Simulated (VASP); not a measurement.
Band structure of CaSe (rock salt). Level of theory: vdW-DF-cx, VASP's PBE PAW potentials (set 64) (plane waves; VASP).

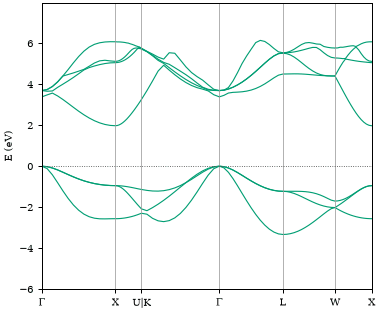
Figure. Bands along high-symmetry lines, zero at the valence-band maximum or, without a gap, the Fermi level

Task: Read the plot: is there a gap, and where are the band edges?

Result: The gap is indirect, 1.98 eV, from the valence maximum at Γ to the conduction minimum at X. (Edges off the drawn lines would not show.)

Measured: gap 3.85 eV (computed value off by -1.87 eV), as given by Abedi et al., (2022), arXiv:2211.14644.

The compound is CaSe in the rock salt structure. It was relaxed first.
